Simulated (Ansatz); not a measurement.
Input file:

```
crystal:
  periodic: [false, false, false]
  atoms:
    - { symbol: "N", position_ang: [0.9387, 1.2254, 0.0309] }
    - { symbol: Ga, position_ang: [0.7078, -0.3702, 0.5441] }
    - { symbol: F, position_ang: [0.38211, -1.34838, 1.06309] }
    - { symbol: S, position_ang: [2.27993, -1.41726, 1.96356] }
    - { symbol: H, position_ang: [-0.0018, 1.492, 0.4904] }
    - { symbol: H, position_ang: [0.6481, 1.1089, -0.9827] }
    - { symbol: H, position_ang: [3.17854, -0.33819, 1.78374] }
basis:
  gaussian: { orbitals: def2-SVP }
hamiltonian:
  xc: pbe
  dispersion: d4
relax:
  f_tol: 0.015
  max_steps: 40
output:
  orbitals: {}
```

Run with:

```sh
ansatz run input.yaml --threads 2 --pin off --max-ram 3072MiB --backend cpu --events-out ev --progress --plain --runs-dir out
```

The fields are those of the run's last geometry, not of the input's.

Theory: RKS PBE-D4/def2-SVP in Ansatz 0.2.0.

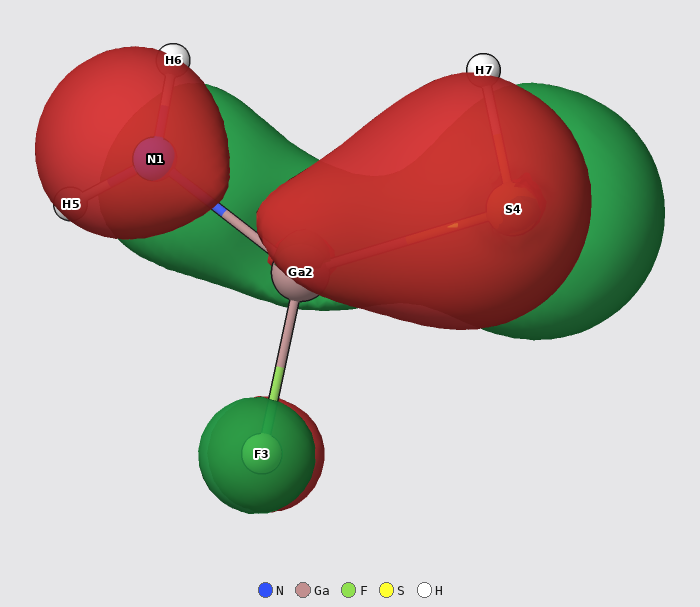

FGaH$_{3}$NS (SMILES [NH2][Ga]([F])[SH]). The HOMO−1 at ±0.1 Å⁻³ᐟ² (green and red are the two phases), seen at a tilt.

> Where does this orbital lie, and at what energy?

By Hirshfeld shares it lies mainly on S4 (about 55 %), N1 (about 20 %) and Ga2 (about 15 %); largely a combination of lone pairs on S4 and N1. Its energy is −6.65 eV.
